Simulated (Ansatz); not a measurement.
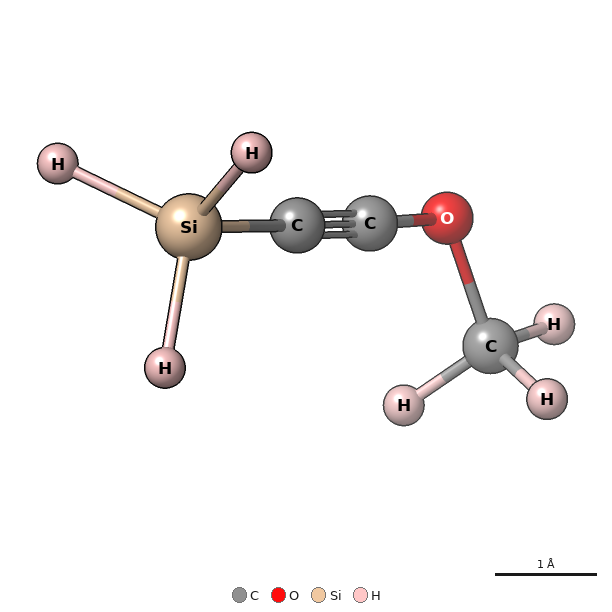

Atoms fade into the background with distance from the viewer. Computed geometry: PBE0-D4/def2-TZVP optimisation. No frequency run is at hand to confirm it as a minimum. Masses are those of the most abundant isotopes; constants are for the rigid equilibrium geometry.

### Classify the rotor and give the rotational constants (MHz).

An asymmetric top (Cs): A = 22988, B = 1379, C = 1333 MHz. Ray's parameter κ is −1.00, close to the prolate limit.
